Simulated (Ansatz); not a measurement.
# BH3O2 (SMILES OBO): CCSD(T)/def2-TZVP

Aim: the vertical ionisation energy of BH3O2 at CCSD(T)/def2-TZVP, from 2 runs. 

Program for the calculation: Ansatz 0.2.0.

54 further runs of the same task are left out: 54 set aside as unsound or not needed.

### Step 1. The structure to begin with

BH3O2 has 6 atoms, charge 0, and is taken as a singlet. SMILES: `OBO`. Geometry: relaxed at PBE0-D4/def2-TZVP. This is one conformer, not always the lowest.

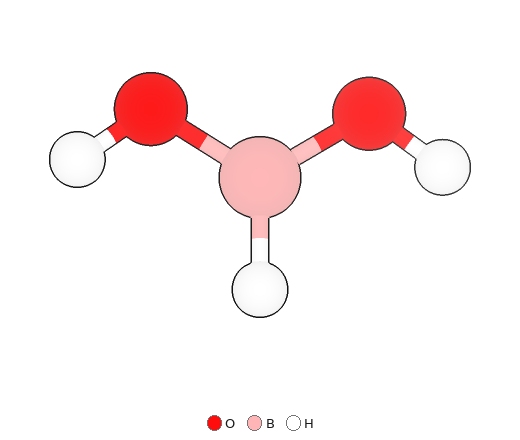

Viewed from a chosen angle; oxygen red, boron pink, hydrogen white.

### Step 2. The energy at CCSD(T)/def2-TZVP

Contents of input.yaml:

```yaml
crystal:
  periodic: [false, false, false]
  atoms:
    - {symbol: O, position_ang: [-1.176200, -0.524500, -0.251800]}
    - {symbol: B, position_ang: [0.049500, 0.028100, -0.072900]}
    - {symbol: O, position_ang: [0.580600, -0.053800, 1.172500]}
    - {symbol: H, position_ang: [-1.494700, -0.433500, -1.150600]}
    - {symbol: H, position_ang: [0.637800, 0.565600, -0.976100]}
    - {symbol: H, position_ang: [1.445200, 0.354100, 1.232800]}
basis:
  gaussian:
    orbitals: def2-TZVP
correlation:
  method: ccsd_t
  frozen_orbitals: {B: 1, H: 0, O: 1}
scf:
  omitted_lower_state_checks: [cluster_reference, increment]
accuracy: high
```

Started as:

```
$ ansatz run input.yaml --threads 1 --pin off --max-ram 3480MiB --events-out events.jsonl --progress --plain --runs-dir runs
```

Output (excerpt; [...] marks lines left out):

```text
Warning: RAYON_NUM_THREADS=1 ignored (pool sized by the plan → 1); use --threads N
Functional definition: HF
  name "HF"
[...]
1972 factors; integrals over basis functions are off by at most 3.6e-9 eV
[...]
mean field -4798.45351098 eV, -176.3399140199 hartree, gradient 7.6e-8 eV, S^2 0.000000; 0 other end points of the search recorded, 0 dependent functions left out
3 core orbitals not correlated: weight in the atoms' cores, before any rotation towards them, 1.000 or more for the frozen orbitals, at most 0.000 for the correlated occupied ones
reference -4798.45351098 eV, -176.3399140199 hartree; 9, 9 occupied and 99, 99 virtual orbitals, 1972 factors
second order -15.63667947 eV of doubles, -0.00000000 eV of singles
cycle   1  -15.61139319 eV  change    2.5e-2 eV  update   8.0e-2
[...]
cycle  19  -16.01558459 eV  change  -2.4e-10 eV  update   2.1e-9
perturbative correction -0.54019831 eV, -0.0198519218 hartree
Total energy: -4815.00929388 eV, -176.9483278196 hartree
Checks for a lower state left out: cluster_reference, increment
```

It took 11 s on 1 thread of AMD EPYC 9R45 (Zen 5), shared host; peak memory 0.96 GiB.

### Step 3. The doublet cation, same level

Contents of job.yaml:

```yaml
crystal:
  periodic: [false, false, false]
  atoms:
    - symbol: O
      position_ang: [-1.176200, -0.524500, -0.251800]
    - symbol: B
      position_ang: [0.049500, 0.028100, -0.072900]
    - symbol: O
      position_ang: [0.580600, -0.053800, 1.172500]
    - symbol: H
      position_ang: [-1.494700, -0.433500, -1.150600]
    - symbol: H
      position_ang: [0.637800, 0.565600, -0.976100]
    - symbol: H
      position_ang: [1.445200, 0.354100, 1.232800]
basis:
  gaussian:
    orbitals: def2-TZVP
total_charge: 1
magnetization:
  spin_polarized: true
  initial_magnetization: 1
correlation:
  method: ccsd_t
  frozen_orbitals: {B: 1, H: 0, O: 1}
accuracy: high
scf:
  omitted_lower_state_checks: [cluster_reference, increment]
```

Started as:

```
$ ansatz run job.yaml --threads 1 --pin off --max-ram 3480MiB --events-out events.jsonl --progress --plain --runs-dir runs
```

Output:

```text
Warning: RAYON_NUM_THREADS=1 ignored (pool sized by the plan → 1); use --threads N
[... 16 lines left out ...]
3 core orbitals not correlated: weight in the atoms' cores, before any rotation towards them, 1.000 or more for the frozen orbitals, at most 0.000 for the correlated occupied ones
[... 45 lines left out ...]
Total energy: -4802.75532307 eV, -176.4980026984 hartree
Checks for a lower state left out: cluster_reference, increment
```

It took 64 s on 1 thread of AMD EPYC 9R45 (Zen 5), shared host; peak memory 2.1 GiB.

### Step 4. Summary of results

At CCSD(T)/def2-TZVP, 3 core orbitals frozen:

| quantity | value |
| --- | --- |
| singlet BH3O2: total energy | -176.94833 Eh |
| singlet BH3O2: correlation energy (3 core orbitals frozen) | -608.4 mEh |
| singlet BH3O2: (T) correction | -19.85 mEh |
| singlet BH3O2: T1 diagnostic | 0.013 |
| doublet cation: total energy | -176.49800 Eh |
| doublet cation: correlation energy (3 core orbitals frozen) | -571.4 mEh |
| doublet cation: (T) correction | -20.95 mEh |
| doublet cation: ⟨S²⟩ of the reference determinant | 0.782 |
| doublet cation: T1 diagnostic | 0.072 |
| vertical ionisation energy (to the doublet cation) | 12.254 eV |

In words: The vertical ionisation energy comes to 12.25 eV (283 kcal/mol). The triples (singlet BH3O2) make up 3.3 % of the correlation energy. The T1 diagnostic (doublet cation) of 0.072 is above the customary mark for such species, so a single reference may not serve. The triples (doublet cation) make up 3.7 % of the correlation energy.
